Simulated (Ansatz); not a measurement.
# Cl− with Si2H6: superposition error and deformation, part 1 of 2

Aim: split the binding of a pair into the counterpoise interaction, the basis-set superposition error and the cost of deforming the fragments.

Method: PBE0-D4 structures, single points in def2-TZVPPD; program: Ansatz 0.2.0, Gaussian basis.

Levels: PBE-D4, revPBE-D4, BLYP-D4, r2SCAN-D4, B97M-V, PBE0-D4, B3LYP-D4, HSE06-D4, wB97X-V, wB97M-V, B2PLYP, Hartree-Fock, MP2, CCSD, CCSD(T).

Cores are frozen in the correlated methods. B3LYP uses VWN-RPA correlation. B2PLYP carries no dispersion term here.

129 further runs of the same task are left out: 129 set aside as unsound or not needed. Runs told in other sessions of the task aren't counted.

**1. Where the work starts**

The relaxed pair: 9 atoms, charge -1, spin multiplicity 1.

Atoms are counted from 1 here; the program's logs count them from 0.

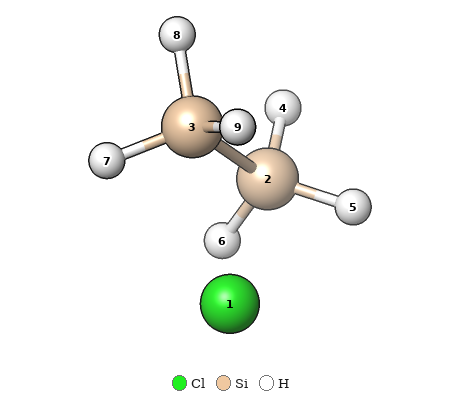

The starting geometry (chlorine green, silicon light orange, hydrogen white); atoms are numbered from 1 in the order of the file.

Coordinates:

```
Cl   -0.78867   -1.06247   -2.07270
Si    0.49687    0.98192   -0.43166
Si   -0.35561   -0.79158    0.80296
H     1.13390    1.96825    0.53709
H     1.62604    0.62744   -1.33065
H    -0.52778    1.81050   -1.11893
H    -1.83676   -0.91166    0.77703
H    -0.06416   -0.52683    2.27333
H     0.31618   -2.09547    0.56343
```

Atoms 1 to 1 are fragment A (Cl−), the rest fragment B (Si2H6). From earlier runs, pair energy (eV) and counterpoise interaction (kcal/mol):

| method | E(pair) | interaction |
| --- | --- | --- |
| PBE-D4 | -28365.17424 | -20.96 |
| revPBE-D4 | -28373.65672 | -21.65 |
| BLYP-D4 | -28378.45793 | -18.79 |
| r2SCAN-D4 | -28376.30169 | -20.00 |
| B97M-V | -28371.46505 | -19.78 |
| PBE0-D4 | -28367.87169 | -20.70 |
| B3LYP-D4 | -28380.89724 | -18.83 |
| HSE06-D4 | -28367.25813 | -20.65 |
| wB97X-V | -28374.31474 | -18.65 |
| wB97M-V | -28376.25138 | -19.96 |
| B2PLYP | -28368.25608 | -16.00 |
| Hartree-Fock | -28325.42721 | -10.70 |
| MP2 | -28338.62281 | -18.34 |
| CCSD(T) | -28340.89397 | -17.27 |

First each fragment is run alone in its own basis, frozen in the shape it has in the pair (a, b).

**2. wB97X-V/def2-TZVPPD**

a/in.yaml

```yaml
crystal:
  periodic: [false, false, false]
  atoms:
    - {symbol: Cl, position_ang: [-0.788671, -1.062472, -2.072701]}
basis:
  gaussian: {orbitals: "def2-TZVPPD.json"}
total_charge: -1
hamiltonian: {xc: {name: wB97X-V}}
```

b/in.yaml

```yaml
crystal:
  periodic: [false, false, false]
  atoms:
    - {symbol: Si, position_ang: [0.496871, 0.981918, -0.431663]}
    - {symbol: Si, position_ang: [-0.355611, -0.791575, 0.802964]}
    - {symbol: H, position_ang: [1.133898, 1.968247, 0.537091]}
    - {symbol: H, position_ang: [1.626040, 0.627440, -1.330655]}
    - {symbol: H, position_ang: [-0.527780, 1.810502, -1.118927]}
    - {symbol: H, position_ang: [-1.836761, -0.911657, 0.777032]}
    - {symbol: H, position_ang: [-0.064164, -0.526830, 2.273328]}
    - {symbol: H, position_ang: [0.316179, -2.095472, 0.563432]}
basis:
  gaussian: {orbitals: "def2-TZVPPD.json"}
hamiltonian: {xc: {name: wB97X-V}}
```

The basis file named in the input lies beside it (Basis Set Exchange, JSON).

One command serves all of them, each in its own folder.

On the command line:

```sh
$ ansatz run in.yaml --threads 4 --pin off --events-out ev --progress --plain --max-ram 9574MiB
```

Output in a:

```text
Functional definition: wB97X-V
  name "wB97X-V"
  cite "Mardirossian & Head-Gordon, Phys. Chem. Chem. Phys. 16, 9904 (2014) doi:10.1039/C3CP54374A"
  cite "Becke, J. Chem. Phys. 107, 8554 (1997) doi:10.1063/1.475007"
  cite "Vydrov & Van Voorhis, J. Chem. Phys. 133, 244103 (2010) doi:10.1063/1.3521275"
  parameter omega = 0.3/bohr
  parameter cx = 0.167
  parameter cx1 = 0.603
  parameter cx2 = 1.194
  parameter css0 = 0.556
  parameter css1 = -0.257
  parameter cos0 = 1.219
  parameter cos1 = -1.850
  parameter b = 6.0
  parameter c = 0.01
  exchange = spin_sum(e_x_unif_sr(omega)*poly(b97_u_x, 1 - cx, cx1, cx2)) + cx*exact_x_sr(omega) + exact_x_lr(omega)
  correlation = spin_sum(e_c_pw_same_spin*poly(b97_u_same, css0, css1))
      + integral(e_c_pw_opposite_spin*poly(b97_u_opposite, cos0, cos1)) + vv10(b, c)
327 factors; their error is unknown
60 factors; integrals over basis functions are off by at most 9.2e-5 eV
mean field evaluation 1: about -12522.3621 eV, gradient 1.9e1 eV
mean field evaluation 2: about -12522.7269 eV, gradient 1.4e1 eV
mean field evaluation 4: about -12523.0001 eV, gradient 4.6e-2 eV
mean field evaluation 8: about -12523.0240 eV, gradient 8.1e-4 eV
mean field -12523.02401890 eV, -460.2126442842 hartree, gradient 8.1e-6 eV, S^2 0.000000; 0 other end points of the search recorded, 0 dependent functions left out
reference -12523.02401757 eV, -460.2126442353 hartree; 9, 9 occupied and 42, 42 virtual orbitals, 327 factors
Total energy: -12523.02401757 eV, -460.2126442353 hartree
```

Log of b, shortened:

```text
[... 5 set-up lines as earlier in the session ...]
[...]
      + integral(e_c_pw_opposite_spin*poly(b97_u_opposite, cos0, cos1)) + vv10(b, c)
984 factors; their error is unknown
296 factors; integrals over basis functions are off by at most 1.9e-5 eV
[...]
mean field -15850.47359942 eV, -582.4941609420 hartree, gradient 2.0e-5 eV, S^2 0.000000; 0 other end points of the search recorded, 0 dependent functions left out
reference -15850.47359712 eV, -582.4941608574 hartree; 17, 17 occupied and 181, 181 virtual orbitals, 984 factors
Total energy: -15850.47359712 eV, -582.4941608574 hartree
```

Wall times: 0.25 s (a), 2.6 s (b) on 4 threads of Intel Xeon Platinum 8488C, shared host; peak memory 0.53 GiB.

**3. wB97M-V/def2-TZVPPD**

Each input of step 2 (a, b) changes in the same lines:

```diff
-hamiltonian: {xc: {name: wB97X-V}}
+hamiltonian: {xc: {name: wB97M-V}}
```

One command serves all of them, each in its own folder.

On the command line:

```sh
$ ansatz run in.yaml --threads 4 --pin off --events-out ev --progress --plain --max-ram 9574MiB
```

Log of a, shortened:

```text
Functional definition: wB97M-V
  name "wB97M-V"
  cite "Mardirossian & Head-Gordon, J. Chem. Phys. 144, 214110 (2016) doi:10.1063/1.4952647"
[... 2 set-up lines as earlier in the session ...]
  # Of w^i u^j: cxij and so on, Table III.
[...]
  gx(w, u) = 1 - cx + cx01*u + cx10*w
  gss(w, u) = css00 + css04*u^4 + css10*w + css20*w^2 + css43*w^4*u^3
  gos(w, u) = cos00 + cos10*w + (cos20 + cos21*u)*w^2 + (cos60 + cos61*u)*w^6
[...]
      + integral(e_c_pw_mod_opposite_spin*gos(b97_w_opposite, b97_u_opposite)) + vv10(b, c)
327 factors; their error is unknown
60 factors; integrals over basis functions are off by at most 9.2e-5 eV
[...]
mean field -12524.30685360 eV, -460.2597875899 hartree, gradient 4.6e-5 eV, S^2 0.000000; 0 other end points of the search recorded, 0 dependent functions left out
reference -12524.30688670 eV, -460.2597888060 hartree; 9, 9 occupied and 42, 42 virtual orbitals, 327 factors
Total energy: -12524.30688670 eV, -460.2597888060 hartree
```

Log of b, shortened:

```text
[... 5 set-up lines as earlier in the session ...]
  # Of w^i u^j: cxij and so on, Table III.
[...]
  gx(w, u) = 1 - cx + cx01*u + cx10*w
  gss(w, u) = css00 + css04*u^4 + css10*w + css20*w^2 + css43*w^4*u^3
  gos(w, u) = cos00 + cos10*w + (cos20 + cos21*u)*w^2 + (cos60 + cos61*u)*w^6
[...]
      + integral(e_c_pw_mod_opposite_spin*gos(b97_w_opposite, b97_u_opposite)) + vv10(b, c)
974 factors; their error is unknown
296 factors; integrals over basis functions are off by at most 1.9e-5 eV
[...]
mean field -15851.07272548 eV, -582.5161784183 hartree, gradient 1.7e-5 eV, S^2 0.000000; 0 other end points of the search recorded, 0 dependent functions left out
reference -15851.07278348 eV, -582.5161805498 hartree; 17, 17 occupied and 181, 181 virtual orbitals, 974 factors
Total energy: -15851.07278348 eV, -582.5161805498 hartree
```

Wall times: 0.25 s (a), 2.9 s (b) on 4 threads of Intel Xeon Platinum 8488C, shared host; peak memory 0.54 GiB.

**4. B2PLYP/def2-TZVPPD**

Each input of step 3 (a, b) changes in the same lines:

```diff
-hamiltonian: {xc: {name: wB97M-V}}
+hamiltonian: {xc: {name: B2PLYP}}
```

Each run has its own folder and the same command.

On the command line:

```sh
$ ansatz run in.yaml --threads 4 --pin off --events-out ev --progress --plain --max-ram 9574MiB
```

a printed, shortened:

```text
Functional definition: B2PLYP
  name "B2PLYP"
  cite "Grimme, J. Chem. Phys. 124, 034108 (2006) doi:10.1063/1.2148954"
  cite "Becke, Phys. Rev. A 38, 3098 (1988) doi:10.1103/PhysRevA.38.3098"
  cite "Lee, Yang & Parr, Phys. Rev. B 37, 785 (1988) doi:10.1103/PhysRevB.37.785"
[...]
293 factors; integrals over basis functions are off by at most 1.6e-4 eV
[...]
mean field -12519.61027230 eV, -460.0871914103 hartree, gradient 5.8e-6 eV, S^2 0.000000; 0 other end points of the search recorded, 0 dependent functions left out
5 core orbitals not correlated: weight in the atoms' cores, before any rotation towards them, 1.000 or more for the frozen orbitals, at most 0.000 for the correlated occupied ones
reference -12519.61036088 eV, -460.0871946657 hartree; 4, 4 occupied and 42, 42 virtual orbitals, 293 factors
second order -6.74510282 eV of doubles, -0.00000000 eV of singles
Total energy: -12521.43153864 eV, -460.1541217140 hartree
```

Log of b, shortened:

```text
[... 5 set-up lines as earlier in the session ...]
[...]
1086 factors; integrals over basis functions are off by at most 7.6e-4 eV
[...]
mean field -15843.68097377 eV, -582.2445365535 hartree, gradient 9.0e-6 eV, S^2 0.000000; 0 other end points of the search recorded, 0 dependent functions left out
10 core orbitals not correlated: weight in the atoms' cores, before any rotation towards them, 1.000 or more for the frozen orbitals, at most 0.000 for the correlated occupied ones
reference -15843.68114729 eV, -582.2445429303 hartree; 7, 7 occupied and 181, 181 virtual orbitals, 1086 factors
second order -8.97688044 eV of doubles, -0.00000000 eV of singles
Total energy: -15846.10490501 eV, -582.3336143836 hartree
```

Wall times: 0.2 s (a), 1.8 s (b) on 4 threads of Intel Xeon Platinum 8488C, shared host.

**5. B97M-V/def2-TZVPPD**

Each input of step 4 (a, b) changes in the same lines:

```diff
-hamiltonian: {xc: {name: B2PLYP}}
+hamiltonian: {xc: {name: B97M-V}}
```

The same command starts each run, in its folder.

On the command line:

```sh
$ ansatz run in.yaml --threads 4 --pin off --events-out ev --progress --plain --max-ram 9574MiB
```

a printed, shortened:

```text
Functional definition: B97M-V
  name "B97M-V"
  cite "Mardirossian & Head-Gordon, J. Chem. Phys. 142, 074111 (2015) doi:10.1063/1.4907719"
[... 2 set-up lines as earlier in the session ...]
  # Of w^i u^j: cxij and so on, Table III.
[...]
  gx(w, u) = cx00 + cx01*u + cx02*u^2 + (cx10 + cx11*u)*w
  gss(w, u) = css00 + css02*u^2 + css10*w + (css32*w^3 + css42*w^4)*u^2
  gos(w, u) = cos00 + cos01*u + cos03*u^3 + cos10*w + cos32*w^3*u^2
[...]
      + integral(e_c_pw_mod_opposite_spin*gos(b97_w_opposite, b97_u_opposite)) + vv10(b, c)
324 factors; their error is unknown
[...]
mean field -12521.66207109 eV, -460.1625936250 hartree, gradient 8.4e-5 eV, S^2 0.000000; 0 other end points of the search recorded, 0 dependent functions left out
reference -12521.66210999 eV, -460.1625950546 hartree; 9, 9 occupied and 42, 42 virtual orbitals, 324 factors
Total energy: -12521.66210999 eV, -460.1625950546 hartree
```

Log of b, shortened:

```text
[... 5 set-up lines as earlier in the session ...]
  # Of w^i u^j: cxij and so on, Table III.
[...]
  gx(w, u) = cx00 + cx01*u + cx02*u^2 + (cx10 + cx11*u)*w
  gss(w, u) = css00 + css02*u^2 + css10*w + (css32*w^3 + css42*w^4)*u^2
  gos(w, u) = cos00 + cos01*u + cos03*u^3 + cos10*w + cos32*w^3*u^2
[...]
      + integral(e_c_pw_mod_opposite_spin*gos(b97_w_opposite, b97_u_opposite)) + vv10(b, c)
964 factors; their error is unknown
[...]
mean field -15848.93681813 eV, -582.4376852712 hartree, gradient 1.6e-5 eV, S^2 0.000000; 0 other end points of the search recorded, 0 dependent functions left out
reference -15848.93688636 eV, -582.4376877784 hartree; 17, 17 occupied and 181, 181 virtual orbitals, 964 factors
Total energy: -15848.93688636 eV, -582.4376877784 hartree
```

They took 0.2 s (a), 2.4 s (b) on 4 threads of Intel Xeon Platinum 8488C, shared host.

**6. CCSD(T)/def2-TZVPPD**

The same edit goes into each in.yaml of step 5 (a, b):

```diff
-hamiltonian: {xc: {name: B97M-V}}
+correlation: {method: ccsd_t}
```

The same command starts each run, in its folder.

On the command line:

```sh
$ ansatz run in.yaml --threads 4 --pin off --events-out ev --progress --plain --max-ram 9574MiB
```

Output in a, shortened:

```text
Functional definition: HF
  name "HF"
  cite "Fock, Z. Phys. 61, 126 (1930) doi:10.1007/BF01340294"
  parent pbe
[...]
293 factors; integrals over basis functions are off by at most 1.6e-4 eV
[...]
mean field -12505.39286953 eV, -459.5647114954 hartree, gradient 8.0e-6 eV, S^2 0.000000; 0 other end points of the search recorded, 0 dependent functions left out
5 core orbitals not correlated: weight in the atoms' cores, before any rotation towards them, 1.000 or more for the frozen orbitals, at most 0.000 for the correlated occupied ones
reference -12505.39286953 eV, -459.5647114954 hartree; 4, 4 occupied and 42, 42 virtual orbitals, 293 factors
second order -5.54525689 eV of doubles, -0.00000000 eV of singles
cycle   1  -5.85548271 eV  change   -3.1e-1 eV  update   4.0e-2
[...]
cycle   8  -5.97235897 eV  change   -1.2e-6 eV  update   3.9e-6
perturbative correction -0.24425678 eV, -0.0089762710 hartree
Total energy: -12511.60948527 eV, -459.7931679102 hartree
```

Log of b, shortened:

```text
[... 4 set-up lines as earlier in the session ...]
[...]
1086 factors; integrals over basis functions are off by at most 7.6e-4 eV
[...]
mean field -15819.56536525 eV, -581.3583042864 hartree, gradient 8.3e-7 eV, S^2 0.000000; 0 other end points of the search recorded, 0 dependent functions left out
10 core orbitals not correlated: weight in the atoms' cores, before any rotation towards them, 1.000 or more for the frozen orbitals, at most 0.000 for the correlated occupied ones
reference -15819.56536525 eV, -581.3583042864 hartree; 7, 7 occupied and 181, 181 virtual orbitals, 1086 factors
second order -7.25709714 eV of doubles, -0.00000000 eV of singles
cycle   1  -8.25458912 eV  change    -1.0e0 eV  update   7.6e-2
[...]
cycle   8  -8.63554559 eV  change   -1.2e-5 eV  update   1.6e-5
perturbative correction -0.26267186 eV, -0.0096530127 hartree
Total energy: -15828.46358270 eV, -581.6853077463 hartree
```

Times: 0.2 s (a), 8 s (b) on 4 threads of Intel Xeon Platinum 8488C, shared host; peak memory 2.1 GiB.

**7. Relaxing Si2H6 alone**

relax-b/in.yaml

```yaml
crystal:
  periodic: [false, false, false]
  atoms:
    - {symbol: Si, position_ang: [0.496871, 0.981918, -0.431663]}
    - {symbol: Si, position_ang: [-0.355611, -0.791575, 0.802964]}
    - {symbol: H, position_ang: [1.133898, 1.968247, 0.537091]}
    - {symbol: H, position_ang: [1.626040, 0.627440, -1.330655]}
    - {symbol: H, position_ang: [-0.527780, 1.810502, -1.118927]}
    - {symbol: H, position_ang: [-1.836761, -0.911657, 0.777032]}
    - {symbol: H, position_ang: [-0.064164, -0.526830, 2.273328]}
    - {symbol: H, position_ang: [0.316179, -2.095472, 0.563432]}
basis:
  gaussian: {orbitals: def2-TZVP}
hamiltonian: {xc: pbe0, dispersion: d4}
relax: {f_tol: 0.005, max_steps: 200}
```

On the command line:

```sh
$ ansatz run in.yaml --threads 4 --pin off --events-out ev --progress --plain --max-ram 9574MiB
```

Log, shortened:

```text
Functional definition: PBE0
  name "PBE0"
  cite "Adamo & Barone, J. Chem. Phys. 110, 6158 (1999) doi:10.1063/1.478522"
  cite "Perdew, Burke & Ernzerhof, Phys. Rev. Lett. 77, 3865 (1996) doi:10.1103/PhysRevLett.77.3865"
[... 1 set-up line as earlier in the session ...]
[...]
800 factors; their error is unknown
[...]
mean field -15846.06905905 eV, -582.3322970688 hartree, gradient 2.9e-5 eV, S^2 0.000000; 0 other end points of the search recorded, 0 dependent functions left out
[...]
reference -15846.06909246 eV, -582.3322982964 hartree; 17, 17 occupied and 93, 93 virtual orbitals, 800 factors
relax step   1: F+E_penalty+E_count = -15846.17795737 eV  Δ(F+E_penalty+E_count) = +0.000e0 eV  max|allowed force component| = 1.215e0 eV/Å  Δτ_max = 0.0000 Å  (21 SCF iters, accepted)
[...]
reference -15846.23064372 eV, -582.3382351957 hartree; 17, 17 occupied and 93, 93 virtual orbitals, 800 factors
Total energy: -15846.34009536 eV, -582.3422574694 hartree
Atom 0 at     0.530586     1.023940    -0.362506 Å, force    -0.000711     0.000592     0.000329 eV/Å
Atom 1 at    -0.333406    -0.758320     0.880620 Å, force     0.000259     0.000339     0.000917 eV/Å
Atom 2 at     0.500404     2.275402     0.441185 Å, force     0.000067     0.000056    -0.000174 eV/Å
Atom 3 at     1.937890     0.744285    -0.755050 Å, force     0.000972    -0.000085    -0.000315 eV/Å
Atom 4 at    -0.275330     1.230733    -1.595649 Å, force    -0.000087     0.000250    -0.000462 eV/Å
Atom 5 at    -1.740862    -0.478789     1.272865 Å, force    -0.000277    -0.000038     0.000128 eV/Å
Atom 6 at     0.472295    -0.964833     2.113987 Å, force    -0.000168    -0.000198     0.000004 eV/Å
Atom 7 at    -0.302904    -2.009846     0.077151 Å, force    -0.000054    -0.000916    -0.000427 eV/Å
Dipole moment:     0.000011    -0.000014    -0.000029 e Å
```

It took 13 s on 4 threads of Intel Xeon Platinum 8488C, shared host.

Step by step: (the energy doesn't fall at every step)

| step | energy from step 1 (eV) | largest force component (eV/Å) |
| --- | --- | --- |
| 1 | 0.0000 | 1.2148 |
| 2 | -0.0928 | 0.2757 |
| 3 | -0.1133 | 0.2584 |
| 4 | -0.1186 | 0.0051 |
| 5 | -0.1187 | 0.0006 |
| 6 | -0.1187 | 0.0021 |
| 7 | -0.1187 | 0.0011 |
| 8 | -0.1188 | 0.0118 |
| 9 | -0.1190 | 0.0187 |
| 10 | -0.1195 | 0.0281 |
| 11 | -0.1208 | 0.0371 |
| 12 | -0.1239 | 0.0615 |
| 13 | -0.1086 | 0.4086 |
| 14 | -0.1264 | 0.1437 |
| 15 | -0.1413 | 0.0327 |
| 16 | -0.1487 | 0.1657 |
| 17 | -0.1539 | 0.1155 |
| 18 | -0.1600 | 0.0490 |
| 19 | -0.1509 | 0.2076 |
| 20 | -0.1614 | 0.0073 |
| 21 | -0.1619 | 0.0242 |
| 22 | -0.1621 | 0.0089 |
| 23 | -0.1621 | 0.0052 |
| 24 | -0.1621 | 0.0010 |

Distances of close pairs at the start and the end, largest changes first:

| bond | before (Å) | after (Å) | change (Å) |
| --- | --- | --- | --- |
| Si1–H3 | 1.522 | 1.488 | -0.035 |
| Si2–H7 | 1.522 | 1.488 | -0.035 |
| Si1–Si2 | 2.323 | 2.338 | +0.015 |
| Si1–H5 | 1.486 | 1.488 | +0.001 |
| Si2–H6 | 1.486 | 1.488 | +0.001 |
| Si2–H8 | 1.486 | 1.488 | +0.001 |
| Si1–H4 | 1.486 | 1.488 | +0.001 |

**8. PBE-D4/def2-TZVPPD**

free-b/in.yaml

```yaml
crystal:
  periodic: [false, false, false]
  atoms:
    - {symbol: Si, position_ang: [0.530586, 1.023940, -0.362506]}
    - {symbol: Si, position_ang: [-0.333406, -0.758320, 0.880620]}
    - {symbol: H, position_ang: [0.500404, 2.275402, 0.441185]}
    - {symbol: H, position_ang: [1.937890, 0.744285, -0.755050]}
    - {symbol: H, position_ang: [-0.275330, 1.230733, -1.595649]}
    - {symbol: H, position_ang: [-1.740862, -0.478789, 1.272865]}
    - {symbol: H, position_ang: [0.472295, -0.964833, 2.113987]}
    - {symbol: H, position_ang: [-0.302904, -2.009846, 0.077151]}
basis:
  gaussian: {orbitals: "def2-TZVPPD.json"}
hamiltonian: {xc: pbe, dispersion: d4}
```

On the command line:

```sh
$ ansatz run in.yaml --threads 4 --pin off --events-out ev --progress --plain --max-ram 9574MiB
```

Log:

```text
Functional definition: PBE
  name "PBE"
[... 2 set-up lines as earlier in the session ...]
  parameter kappa = 0.804
  parameter beta = 0.06672455060314922
  exchange = pbe_x(kappa = kappa, mu = beta*pi^2/3)
  correlation = pbe_c(beta = beta)
964 factors; their error is unknown
mean field evaluation 1: about -15843.1748 eV, gradient 1.8e1 eV
mean field evaluation 2: about -15844.1512 eV, gradient 9.9e0 eV
mean field evaluation 4: about -15844.5135 eV, gradient 5.3e-1 eV
mean field evaluation 8: about -15844.4838 eV, gradient 8.4e-3 eV
mean field -15844.48377767 eV, -582.2740390525 hartree, gradient 2.2e-5 eV, S^2 0.000000; 0 other end points of the search recorded, 0 dependent functions left out
reference -15844.48382392 eV, -582.2740407521 hartree; 17, 17 occupied and 181, 181 virtual orbitals, 964 factors
Total energy: -15844.61362595 eV, -582.2788108889 hartree
```

Wall time 0.75 s (4 threads of Intel Xeon Platinum 8488C, shared host).

**9. r2SCAN-D4/def2-TZVPPD**

Edit free-b/in.yaml of step 8 so:

```diff
@@ -13,2 +13,2 @@
   gaussian: {orbitals: "def2-TZVPPD.json"}
-hamiltonian: {xc: pbe, dispersion: d4}
+hamiltonian: {xc: r2scan, dispersion: d4}
```

On the command line:

```sh
$ ansatz run in.yaml --threads 4 --pin off --events-out ev --progress --plain --max-ram 9574MiB
```

Log:

```text
Functional definition: r2SCAN
  name "r2SCAN"
  cite "Furness, Kaplan, Ning, Perdew & Sun, J. Phys. Chem. Lett. 11, 8208 (2020) doi:10.1021/acs.jpclett.0c02405"
  cite "Furness, Kaplan, Ning, Perdew & Sun, J. Phys. Chem. Lett. 11, 9248 (2020) doi:10.1021/acs.jpclett.0c03077"
  parent r2scan
  parameter k0 = 0.174
  parameter k1 = 0.065
  parameter a1 = 4.9479
  exchange = r2scan_x(k0 = k0, k1 = k1, a1 = a1)
  correlation = r2scan_c
964 factors; their error is unknown
mean field evaluation 1: about -15850.7246 eV, gradient 1.5e1 eV
mean field evaluation 2: about -15851.3760 eV, gradient 7.6e0 eV
mean field evaluation 4: about -15851.5420 eV, gradient 4.7e-1 eV
mean field evaluation 8: about -15851.5094 eV, gradient 3.7e-3 eV
mean field -15851.50938194 eV, -582.5322252473 hartree, gradient 4.2e-5 eV, S^2 0.000000; 0 other end points of the search recorded, 0 dependent functions left out
reference -15851.50939602 eV, -582.5322257646 hartree; 17, 17 occupied and 181, 181 virtual orbitals, 964 factors
Total energy: -15851.53971382 eV, -582.5333399235 hartree
```

It took 1.2 s on 4 threads of Intel Xeon Platinum 8488C, shared host.

**10. PBE0-D4/def2-TZVPPD**

Edit free-b/in.yaml of step 9 so:

```diff
@@ -13,2 +13,3 @@
   gaussian: {orbitals: "def2-TZVPPD.json"}
-hamiltonian: {xc: r2scan, dispersion: d4}
+hamiltonian: {xc: pbe0, dispersion: d4}
+output: {orbitals: {seedname: orbitals}}
```

On the command line:

```sh
$ ansatz run in.yaml --threads 4 --pin off --events-out ev --progress --plain --max-ram 9574MiB
```

Log, shortened:

```text
[... 5 set-up lines as earlier in the session ...]
  parameter a = 0.25
[... 2 set-up lines as earlier in the session ...]
  exchange = (1 - a)*pbe_x(kappa = kappa, mu = beta*pi^2/3) + a*exact_x
[... 1 set-up line as earlier in the session ...]
998 factors; their error is unknown
mean field evaluation 1: about -15845.8059 eV, gradient 1.1e1 eV
mean field evaluation 2: about -15846.1677 eV, gradient 4.8e0 eV
mean field evaluation 4: about -15846.2352 eV, gradient 2.4e-1 eV
mean field evaluation 8: about -15846.2633 eV, gradient 3.6e-1 eV
mean field -15846.26342037 eV, -582.3394397153 hartree, gradient 1.9e-5 eV, S^2 0.000000; 0 other end points of the search recorded, 0 dependent functions left out
reference -15846.26345436 eV, -582.3394409645 hartree; 17, 17 occupied and 181, 181 virtual orbitals, 998 factors
Total energy: -15846.37290600 eV, -582.3434632382 hartree
```

It took 1.1 s on 4 threads of Intel Xeon Platinum 8488C, shared host.

(Continued in part 2 of 2.)
